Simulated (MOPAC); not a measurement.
Irc calculation, with input and output: Si2H4SO2F2

Si2H4SO2F2, SMILES O[SiH](F)S[SiH](O)F, computed with MNDOD, closed shell (MOPAC 23.2.5).

The run did not end well. The geometry was optimised with MNDOD.

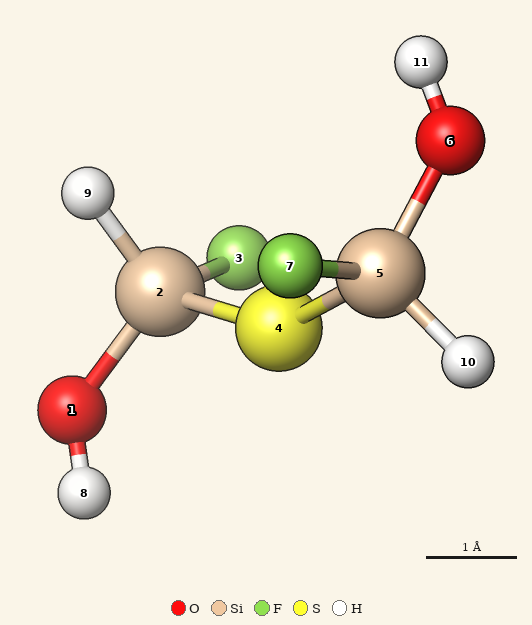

The structure as given in the input (ball-and-stick view, seen at a tilt; atoms are numbered from 1 in the order of the input).

Outcome:

| quantity | value |
| --- | --- |
| outcome | ended with an error |
| heat of formation | −372.42 kcal/mol |
| basis functions | 47 |
| hardware | 1 thread of Arm Neoverse N1, 98 GiB of memory available, shared host |
| wall time | 1.1 s |
| peak memory | 0.074 GiB |

The run ended with an error.

The input (input.mop):
```
MNDOD IRC=1* X-PRIORITY=0.05 CHARGE=0 SINGLET CYCLES=60 AUX(PRECISION=6) THREADS=1
irc of F2H4O2SSi2

O     -0.007373 +1     0.067563 +1    -0.035334 +1
Si     1.681468 +1    -0.024422 +1    -0.007828 +1
F      2.295267 +1     1.547098 +1     0.068563 +1
S      2.441761 +1    -0.964200 +1    -1.716884 +1
Si     3.883542 +1    -2.142748 +1    -2.676042 +1
O      5.486369 +1    -1.825650 +1    -2.229970 +1
F      3.544214 +1    -3.769214 +1    -2.361567 +1
H     -0.624620 +1     0.104692 +1    -0.747820 +1
H      2.090718 +1    -0.724934 +1     1.147810 +1
H      3.752908 +1    -1.881959 +1    -4.056213 +1
H      5.951619 +1    -1.961316 +1    -1.421067 +1
```

Run as:
```bash
mopac input.mop
```

The program's output:
```
MOPAC v23.2.5
MNDOD CALCULATION RESULTS

 *  MNDOD      - The MNDOD Hamiltonian to be used
 *  SINGLET    - SPIN STATE DEFINED AS A SINGLET
 *
 *
 *
 *                 CHARGE ON SYSTEM = 0
 *
 *
 *
 *  IRC=N      - INTRINSIC REACTION COORDINATE  1 DEFINED
 *  THREADS=1  - MULTI-THREADING NOT USED
 *  CYCLES=    - DO A MAXIMUM OF 60 STEPS
 *  AUX        - OUTPUT AUXILIARY INFORMATION
 *  X-PRIOR    - GEOMETRY CHANGES TAKE PRIORITY IN DRC
MNDOD IRC=1* X-PRIORITY=0.05 CHARGE=0 SINGLET CYCLES=60 AUX(PRECISION=6) THREADS=1
 irc of F2H4O2SSi2

   ATOM   CHEMICAL          X               Y               Z
  NUMBER   SYMBOL      (ANGSTROMS)     (ANGSTROMS)     (ANGSTROMS)

     1       O         -0.00737300  *   0.06756300  *  -0.03533400  *
     2      Si          1.68146800  *  -0.02442200  *  -0.00782800  *
     3       F          2.29526700  *   1.54709800  *   0.06856300  *
     4       S          2.44176100  *  -0.96420000  *  -1.71688400  *
     5      Si          3.88354200  *  -2.14274800  *  -2.67604200  *
     6       O          5.48636900  *  -1.82565000  *  -2.22997000  *
     7       F          3.54421400  *  -3.76921400  *  -2.36156700  *
     8       H         -0.62462000  *   0.10469200  *  -0.74782000  *
     9       H          2.09071800  *  -0.72493400  *   1.14781000  *
    10       H          3.75290800  *  -1.88195900  *  -4.05621300  *
    11       H          5.95161900  *  -1.96131600  *  -1.42106700  *

          CARTESIAN COORDINATES

    NO.       ATOM           X           Y           Z

     1         O         -0.0074      0.0676     -0.0353
     2        Si          1.6815     -0.0244     -0.0078
     3         F          2.2953      1.5471      0.0686
     4         S          2.4418     -0.9642     -1.7169
     5        Si          3.8835     -2.1427     -2.6760
     6         O          5.4864     -1.8256     -2.2300
     7         F          3.5442     -3.7692     -2.3616
     8         H         -0.6246      0.1047     -0.7478
     9         H          2.0907     -0.7249      1.1478
    10         H          3.7529     -1.8820     -4.0562
    11         H          5.9516     -1.9613     -1.4211

           Empirical Formula: H4 O2 Si2 F2 S  =    11 atoms

      MOLECULAR POINT GROUP   :   C1

 SINGLET STATE CALCULATION

      RHF CALCULATION, NO. OF DOUBLY OCCUPIED LEVELS = 22

          HEAT OF FORMATION =    -372.416113 KCALS/MOLE
 DIPOLE           X         Y         Z       TOTAL
 POINT-CHG.     0.123    -0.240     0.362     0.451
 HYBRID        -0.040    -0.086     0.090     0.131
 SUM            0.083    -0.326     0.452     0.563

          GRADIENT NORM =   0.33430

          MOLECULAR WEIGHT =  162.26

          ESTIMATED TIME TO COMPLETE CALCULATION =        1.03 SECONDS

    FOR POINT-GROUP C1   THERE ARE   1 UNIQUE SYMMETRY FUNCTIONS.

 STEP:   1 TIME =     0.02 SECS, INTEGRAL =      0.02 TIME LEFT: 172799.96
 STEP:   2 TIME =     0.02 SECS, INTEGRAL =      0.04 TIME LEFT: 172799.95
 STEP:   3 TIME =     0.02 SECS, INTEGRAL =      0.05 TIME LEFT: 172799.93
 STEP:   4 TIME =     0.02 SECS, INTEGRAL =      0.07 TIME LEFT: 172799.91
 STEP:   5 TIME =     0.02 SECS, INTEGRAL =      0.09 TIME LEFT: 172799.89
 STEP:   6 TIME =     0.02 SECS, INTEGRAL =      0.11 TIME LEFT: 172799.88
 STEP:   7 TIME =     0.02 SECS, INTEGRAL =      0.12 TIME LEFT: 172799.86
 STEP:   8 TIME =     0.02 SECS, INTEGRAL =      0.14 TIME LEFT: 172799.85
 STEP:   9 TIME =     0.02 SECS, INTEGRAL =      0.16 TIME LEFT: 172799.83
 STEP:  10 TIME =     0.02 SECS, INTEGRAL =      0.17 TIME LEFT: 172799.81
 STEP:  11 TIME =     0.02 SECS, INTEGRAL =      0.19 TIME LEFT: 172799.79
 STEP:  12 TIME =     0.02 SECS, INTEGRAL =      0.21 TIME LEFT: 172799.78
 STEP:  13 TIME =     0.02 SECS, INTEGRAL =      0.22 TIME LEFT: 172799.76
 STEP:  14 TIME =     0.02 SECS, INTEGRAL =      0.24 TIME LEFT: 172799.74
 STEP:  15 TIME =     0.02 SECS, INTEGRAL =      0.26 TIME LEFT: 172799.73
 STEP:  16 TIME =     0.02 SECS, INTEGRAL =      0.28 TIME LEFT: 172799.71
 STEP:  17 TIME =     0.02 SECS, INTEGRAL =      0.29 TIME LEFT: 172799.69
 STEP:  18 TIME =     0.02 SECS, INTEGRAL =      0.31 TIME LEFT: 172799.67
 STEP:  19 TIME =     0.02 SECS, INTEGRAL =      0.33 TIME LEFT: 172799.66
 STEP:  20 TIME =     0.02 SECS, INTEGRAL =      0.34 TIME LEFT: 172799.64
 STEP:  21 TIME =     0.02 SECS, INTEGRAL =      0.36 TIME LEFT: 172799.62
 STEP:  22 TIME =     0.02 SECS, INTEGRAL =      0.38 TIME LEFT: 172799.61
 STEP:  23 TIME =     0.02 SECS, INTEGRAL =      0.39 TIME LEFT: 172799.59
 STEP:  24 TIME =     0.02 SECS, INTEGRAL =      0.41 TIME LEFT: 172799.57
 STEP:  25 TIME =     0.02 SECS, INTEGRAL =      0.43 TIME LEFT: 172799.55
 STEP:  26 TIME =     0.02 SECS, INTEGRAL =      0.45 TIME LEFT: 172799.54
 STEP:  27 TIME =     0.02 SECS, INTEGRAL =      0.46 TIME LEFT: 172799.52
 STEP:  28 TIME =     0.02 SECS, INTEGRAL =      0.48 TIME LEFT: 172799.51
 STEP:  29 TIME =     0.02 SECS, INTEGRAL =      0.49 TIME LEFT: 172799.49
 STEP:  30 TIME =     0.02 SECS, INTEGRAL =      0.51 TIME LEFT: 172799.48
 STEP:  31 TIME =     0.02 SECS, INTEGRAL =      0.53 TIME LEFT: 172799.46
 STEP:  32 TIME =     0.02 SECS, INTEGRAL =      0.54 TIME LEFT: 172799.44
 STEP:  33 TIME =     0.02 SECS, INTEGRAL =      0.56 TIME LEFT: 172799.43
           INITIAL VELOCITY IN DRC (Angstroms/Femtosecond)
        -0.01938         0.02213        -0.06589
        -0.01950        -0.02137        -0.00216
         0.01988        -0.03439         0.08663
         0.02334         0.03795        -0.01657
        -0.01418        -0.02044        -0.00535
         0.00029         0.01488        -0.10185
         0.01351         0.00180         0.10504
         0.00582         0.04333        -0.08920
        -0.07824        -0.08448        -0.01276
        -0.07572        -0.11137        -0.01078
         0.01769         0.13740        -0.10093

 GEOMETRY PRIORITY, STEP = 0.0500 ANGSTROMS

     POINT   POTENTIAL  +  ENERGY LOST   =   TOTAL      ERROR    REF%   MOVEMENT
       1    -372.41609      0.00000       -372.41609   0.00000     1   %  0.0000

 IRC CALCULATION COMPLETE
```
